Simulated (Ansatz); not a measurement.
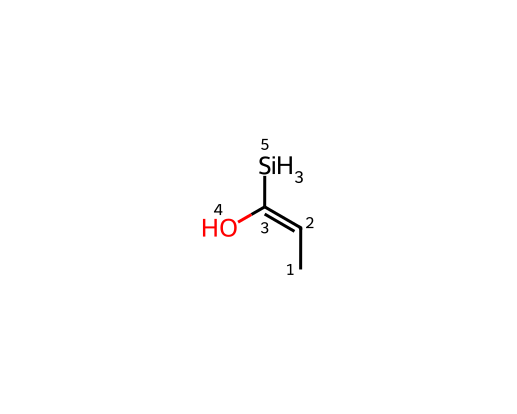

A structural formula, with wedges where it has stereocentres; small numbers name the atoms. The configuration is that of a computed structure (PBE0-D4/def2-TZVP).

**What are the Cahn–Ingold–Prelog descriptors?**

C2=C3: E.
